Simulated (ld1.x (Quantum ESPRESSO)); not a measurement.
Run report: Sr, pseudopotential generation (part 2 of 2)

The same run, continued: strontium (Sr, Z = 38), core [Ar] 3d10 4s2, reference valence 4p6 4d0 5s2 5p0, valence charge 8. Method: TM semilocal potential, LDA (PZ), scalar-relativistic, made with ld1.x (Quantum ESPRESSO) 7.5.

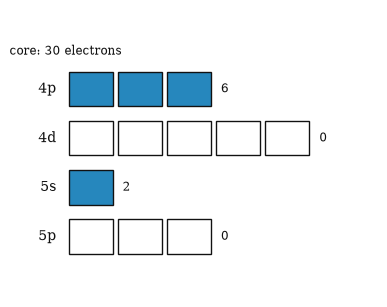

The valence shells of the reference configuration: a box for each of the 2l + 1 orbitals, shaded by the share of the shell that is filled, with the electron count at the right.

**Output of the test run (extracts), continued**
```
     ---------------------- Testing the pseudopotential ----------------------

     Sr
     scalar relativistic calculation

     atomic number is 38.00   valence charge is  8.00
     dft =PZ   lsd =0 sic =0 latt =0  beta=0.20 tr2=1.0E-14
     mesh =1221 r(mesh) = 100.72700 xmin = -7.00 dx = 0.01250

     n l     nl             e AE (Ry)        e PS (Ry)    De AE-PS (Ry)
     2 1     4P   1( 6.00)       -2.00736       -2.00660       -0.00076
     3 2     4D   1( 1.00)       -0.42251       -0.42537        0.00286
     1 0     5S   1( 0.00)       -0.56747       -0.56840        0.00093
     3 1     5P   1( 0.00)       -0.35955       -0.36268        0.00313

     eps = 1.7E-15  iter = 11

     Etot =   -6351.050813 Ry,   -3175.525407 Ha,  -86410.448371 eV
     Etotps =   -36.200643 Ry,     -18.100321 Ha,    -492.534839 eV
     dEtot_ae =       0.577750 Ry
     dEtot_ps =       0.577420 Ry,   Delta E=       0.000330 Ry

     Ekin =      15.215085 Ry,       7.607542 Ha,     207.011776 eV
     Encl =     -43.507557 Ry,     -21.753779 Ha,    -591.950470 eV
     Ehrt =      25.427086 Ry,      12.713543 Ha,     345.953127 eV
     Ecxc =      -5.509206 Ry,      -2.754603 Ha,     -74.956566 eV
     Epseu=     -27.826051 Ry,     -13.913025 Ha,    -378.592706 eV

     ---------------------- End of pseudopotential test ----------------------

     ---------------------- Testing the pseudopotential ----------------------

     Sr
     scalar relativistic calculation

     atomic number is 38.00   valence charge is  8.00
     dft =PZ   lsd =0 sic =0 latt =0  beta=0.20 tr2=1.0E-14
     mesh =1221 r(mesh) = 100.72700 xmin = -7.00 dx = 0.01250

     n l     nl             e AE (Ry)        e PS (Ry)    De AE-PS (Ry)
     2 1     4P   1( 6.00)       -2.23532       -2.21585       -0.01947  !
     3 2     4D   1( 0.00)       -0.57907       -0.56872       -0.01034  !
     1 0     5S   1( 0.00)       -0.67706       -0.67376       -0.00330
     3 1     5P   1( 1.00)       -0.45183       -0.45395        0.00212

     eps = 1.9E-15  iter = 10

     Etot =   -6350.959349 Ry,   -3175.479674 Ha,  -86409.203934 eV
     Etotps =   -36.114509 Ry,     -18.057254 Ha,    -491.362922 eV
     dEtot_ae =       0.669214 Ry
     dEtot_ps =       0.663554 Ry,   Delta E=       0.005660 Ry

     Ekin =      14.285950 Ry,       7.142975 Ha,     194.370253 eV
     Encl =     -42.236359 Ry,     -21.118180 Ha,    -574.654941 eV
     Ehrt =      23.984730 Ry,      11.992365 Ha,     326.328878 eV
     Ecxc =      -5.273833 Ry,      -2.636916 Ha,     -71.754148 eV
     Epseu=     -26.874997 Ry,     -13.437499 Ha,    -365.652963 eV

     ---------------------- End of pseudopotential test ----------------------

     ---------------------- Testing the pseudopotential ----------------------

     Sr
     scalar relativistic calculation

     atomic number is 38.00   valence charge is  8.00
     dft =PZ   lsd =1 sic =0 latt =0  beta=0.20 tr2=1.0E-14
     mesh =1221 r(mesh) = 100.72700 xmin = -7.00 dx = 0.01250

     n l     nl             e AE (Ry)        e PS (Ry)    De AE-PS (Ry)
     2 1     4P   1( 3.00)       -2.14902       -2.14363       -0.00539  !
     3 2     4D   1( 0.00)       -0.52723       -0.52576       -0.00147
     1 0     5S   1( 1.00)       -0.65143       -0.65094       -0.00049
     3 1     5P   1( 0.00)       -0.42519       -0.42962        0.00443
     2 1     4P   2( 3.00)       -2.14042       -2.13422       -0.00620  !
     3 2     4D   2( 0.00)       -0.48981       -0.48389       -0.00592  !
     1 0     5S   2( 0.00)       -0.59171       -0.59025       -0.00146
     3 1     5P   2( 0.00)       -0.37152       -0.37565        0.00412

     eps = 4.8E-15  iter = 12

     Etot =   -6351.195904 Ry,   -3175.597952 Ha,  -86412.422434 eV
     Etotps =   -36.346001 Ry,     -18.173001 Ha,    -494.512539 eV
     dEtot_ae =       0.432659 Ry
     dEtot_ps =       0.432062 Ry,   Delta E=       0.000597 Ry

     Ekin =       0.735690 Ry,       0.367845 Ha,      10.009574 eV
     Encl =     -42.862624 Ry,     -21.431312 Ha,    -583.175711 eV
     Ehrt =      24.505345 Ry,      12.252673 Ha,     333.412207 eV
     Ecxc =      -5.347958 Ry,      -2.673979 Ha,     -72.762674 eV
     Epseu=     -13.376455 Ry,      -6.688227 Ha,    -181.995935 eV

     ---------------------- End of pseudopotential test ----------------------

     ---------------------- Testing the pseudopotential ----------------------

     Sr
     scalar relativistic calculation

     atomic number is 38.00   valence charge is  8.00
     dft =PZ   lsd =1 sic =0 latt =0  beta=0.20 tr2=1.0E-14
     mesh =1221 r(mesh) = 100.72700 xmin = -7.00 dx = 0.01250

     n l     nl             e AE (Ry)        e PS (Ry)    De AE-PS (Ry)
     2 1     4P   1( 3.00)       -1.90337       -1.90097       -0.00241
     3 2     4D   1( 0.00)       -0.30462       -0.30410       -0.00052
     1 0     5S   1( 1.00)       -0.45266       -0.45246       -0.00020
     3 1     5P   1( 0.00)       -0.25329       -0.25677        0.00348
     2 1     4P   2( 3.00)       -1.89974       -1.89706       -0.00267
     3 2     4D   2( 0.00)       -0.29049       -0.28848       -0.00200
     1 0     5S   2( 0.50)       -0.43291       -0.43234       -0.00057
     3 1     5P   2( 0.00)       -0.23782       -0.24114        0.00332

     eps = 3.4E-15  iter = 12

     Etot =   -6351.453683 Ry,   -3175.726842 Ha,  -86415.929696 eV
     Etotps =   -36.603305 Ry,     -18.301653 Ha,    -498.013341 eV
     dEtot_ae =       0.174880 Ry
     dEtot_ps =       0.174757 Ry,   Delta E=       0.000122 Ry

     Ekin =       0.801742 Ry,       0.400871 Ha,      10.908253 eV
     Encl =     -44.777934 Ry,     -22.388967 Ha,    -609.234830 eV
     Ehrt =      26.223810 Ry,      13.111905 Ha,     356.793106 eV
     Ecxc =      -5.485746 Ry,      -2.742873 Ha,     -74.637372 eV
     Epseu=     -13.365177 Ry,      -6.682589 Ha,    -181.842499 eV

     ---------------------- End of pseudopotential test ----------------------
```

**Summary**

- outcome: generated
- cutoffs needed: 18 Ry and 25 Ry (the cutoffs, on a coarse ladder, from which the occupation-weighted sum of valence levels, in a spherical-Bessel basis at the reference potential, stays within 10 and 1 mRy of its value at 400 Ry); ghost states and empty shells don't enter this sum
- ghost test: no ghost state below the valence levels in the p, d, s channels (spherical-Bessel basis up to 400 Ry, 20 bohr box)
- largest excitation error: +91 meV (all-electron minus pseudo) for 4p6 4d0 5s0 5p2, out of 7 test configurations
- range over which the phases arctan(r u′/u) at the test radius agree within 0.05 rad (a looser test near the poles than one of phase shifts): s: up to about 0.8 Ry; p: up to about -0.1 Ry; d: up to about 0.4 Ry
- hardware: 1 CPU thread, shared host
- wall time: 1.3 s
